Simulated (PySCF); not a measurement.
C4H12FNSi3

Input file:

```
{"job": {"kind": "nmr", "xc": "PBE0", "basis": "pcSseg-1"}, "charge": 0, "multiplicity": 1}
F      0.491753    -2.512930    -0.031618
C      1.185892    -1.456840    -0.621043
C      2.342089    -1.053328     0.237596
C      2.509016     0.232220     0.499631
C      1.537687     1.225731    -0.059618
Si     0.166825     0.158164    -0.848708
N     -1.339996     0.197840    -0.003114
Si    -2.079159     1.752645     0.298532
Si    -2.100019    -1.267264     0.617082
H      1.546278    -1.863941    -1.573274
H      2.990637    -1.828125     0.618465
H      3.331057     0.592879     1.101722
H      1.183897     1.892732     0.728126
H      2.041603     1.858562    -0.791566
H     -0.030932     0.426170    -2.283409
H     -1.936459     2.101073     1.714905
H     -1.381973     2.724119    -0.542724
H     -3.489455     1.673522    -0.075080
H     -3.454090    -0.865541     1.007139
H     -1.368051    -1.736668     1.789671
H     -2.155519    -2.234078    -0.473779
```

Launched as:

```sh
OMP_NUM_THREADS=1 python probes_run.py task.json out
```

Geometry: GFN2-xTB.

Method: PBE0/pcSseg-1, SCF density, gas phase, non-relativistic in PySCF.

**Predict the electron density and electron localisation function between the atoms.**

C–C (1.32 Å): the density is about 2.3 e/Å³ at the midpoint; the ELF peaks at about 0.95 between the atoms: a short, multiple covalent bond.
C–Si (1.91 Å): the density is about 0.92 e/Å³ at the midpoint; the ELF peaks at about 0.95 between the atoms; a covalent bond.
C–H (1.08 Å): ρ at the midpoint is about 2 e/Å³; the ELF climbs to about 1 towards the hydrogen, as it does in any bond to H (a covalent bond by its length).
C–C (1.50 Å): ρ is about 1.8 e/Å³ halfway; the ELF peaks at about 0.95 between the atoms; a shared electron pair.

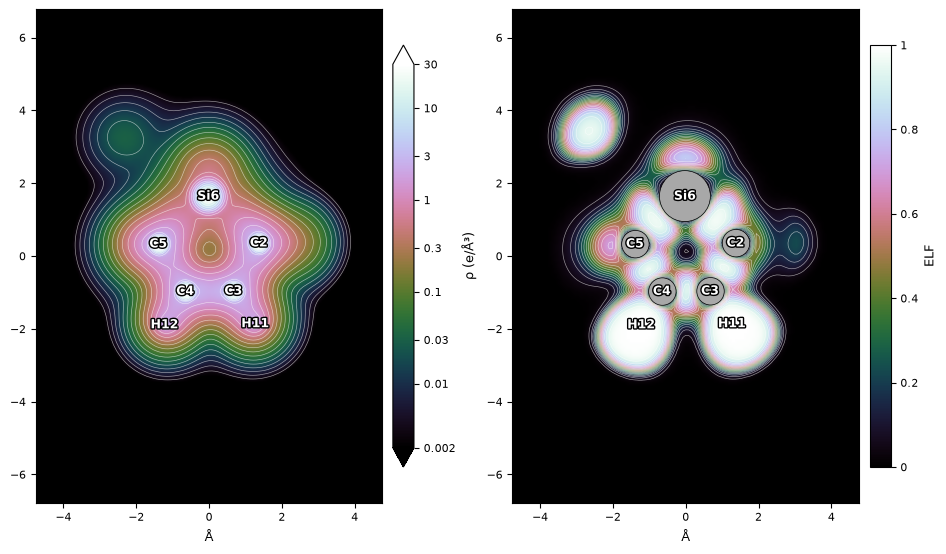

Computed electron density and electron localisation function on the plane of atoms C3, C4 and C5, in this order. Grey discs cover the atomic cores in the ELF map. 
